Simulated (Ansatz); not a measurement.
ClH4InN2

Input

```
crystal:
  periodic: [false, false, false]
  atoms:
    - {symbol: In, position_ang: [-1.140323, 0.324475, 0.093651]}
    - {symbol: N, position_ang: [0.963955, 0.263071, -0.604576]}
    - {symbol: N, position_ang: [-0.169057, -0.971568, 1.183565]}
    - {symbol: H, position_ang: [0.783105, -0.620781, 0.315592]}
    - {symbol: Cl, position_ang: [-2.647680, 1.824382, -0.762642]}
    - {symbol: H, position_ang: [1.614432, 1.012593, -0.406721]}
    - {symbol: H, position_ang: [1.173683, -0.097807, -1.526234]}
    - {symbol: H, position_ang: [-0.578114, -1.734165, 1.707365]}
basis:
  gaussian: {orbitals: def2-TZVPP}
hamiltonian: {xc: pbe0, dispersion: d4}
output: {orbitals: {seedname: orbitals}}
```

Launched as:

```sh
ansatz run in.yaml --threads 4 --pin off --events-out ev --progress --plain --max-ram 9574MiB
```

A transition-state structure; geometry: PBE0-D4/def2-TZVP; core potentials replace the inner electrons of In.

The calculation used RKS PBE0-D4/def2-TZVPP (Ansatz 0.2.0).

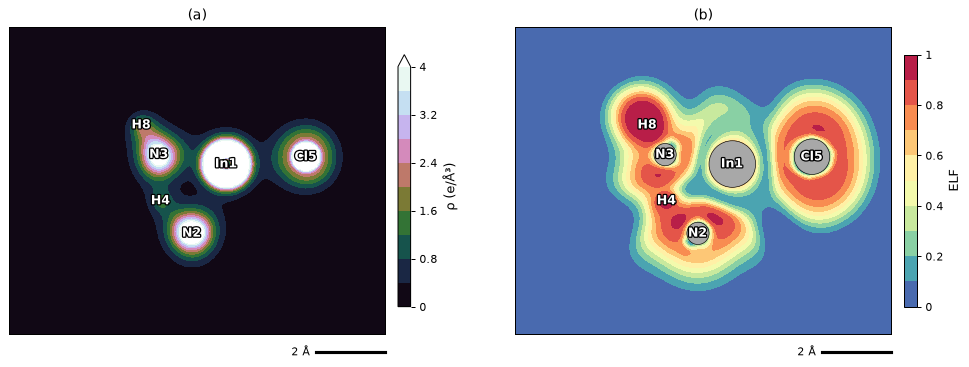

Figure 1. (a) electron density; (b) electron localisation function on the plane of atoms N2, In1 and Cl5. Grey discs cover the atomic cores in the ELF map.

### Describe what can be read from this map.

Atoms in the plane: In, N, H and Cl. In–N (1.95 Å): the density is about 0.92 e/Å³ at the midpoint; the ELF peaks at about 0.75 in the valence shell of N, 0.6 Å from its nucleus, and drops to about 0.20 between the two atoms. In–Cl (2.29 Å): the density is about 0.63 e/Å³ at the midpoint; the ELF peaks at about 0.80 in the valence shell of Cl, 0.8 Å from its nucleus, and drops to about 0.15 between the two atoms. N–H (1.01 Å): ρ is about 2.9 e/Å³ halfway; the ELF climbs to about 1 towards the hydrogen, as it does in any bond to H: an ordinary covalent bond to hydrogen. In–N (2.22 Å): ρ at the midpoint is about 0.51 e/Å³; the ELF peaks at about 0.90 in the valence shell of N, 0.6 Å from its nucleus, and drops to about 0.15 between the two atoms. The ELF also peaks beside Cl5, away from the bonds: lone-pair regions.

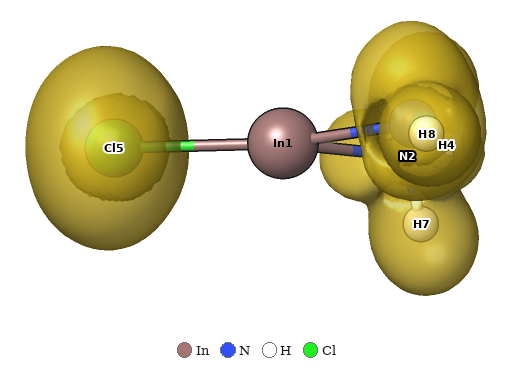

Figure 2. Isosurface of the ELF at 0.75 (yellow), seen from one side. Core shells and regions of very low density are left out.

### What do the ELF domains correspond to?

At this value the surface marks out one region wrapped around Cl (its valence shell) and one joined region spread over several atoms (H, N), in which their bonds and any lone pairs are merged.

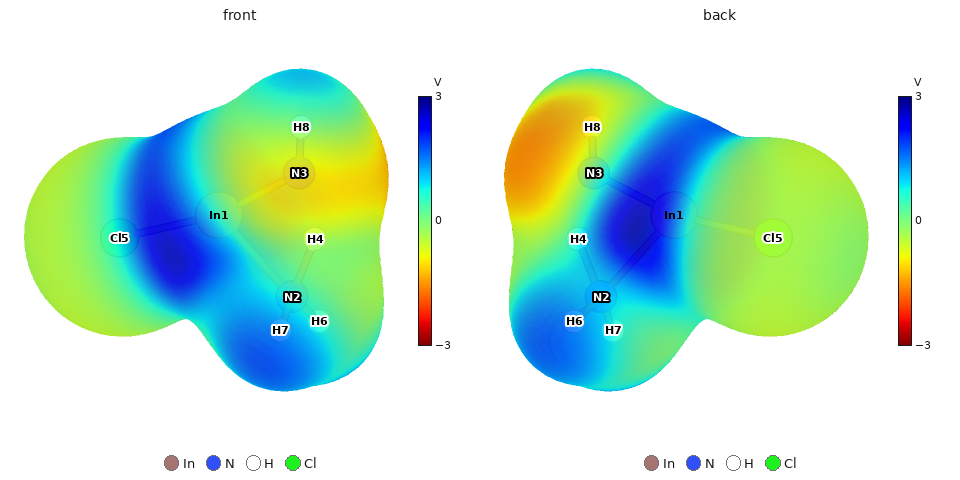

Figure 3. The electrostatic potential painted on the density surface at 0.002 e/bohr³, seen from the front and from behind; the colour scale runs from red (negative) to blue (positive).

### Describe the electrostatic potential map.

The most negative region (about −1.6 V, or −37 kcal/mol for a unit charge) lies over N3, the most positive (about +2.6 V, or +60 kcal/mol for a unit charge) over In1. N3 is the likeliest acceptor of a hydrogen bond.

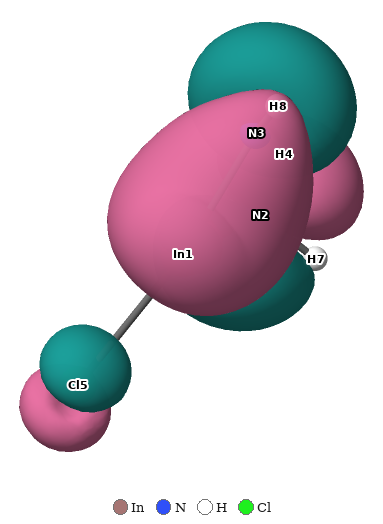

Figure 4. The HOMO−1 at ±0.08 Å⁻³ᐟ² (teal and pink are the two phases), seen at an oblique angle.

### Where does this orbital lie, and at what energy?

Its weight (Hirshfeld) is mainly on N3 (about 40 %), N2 (about 30 %) and In1 (about 15 %). Its energy is −7.12 eV.
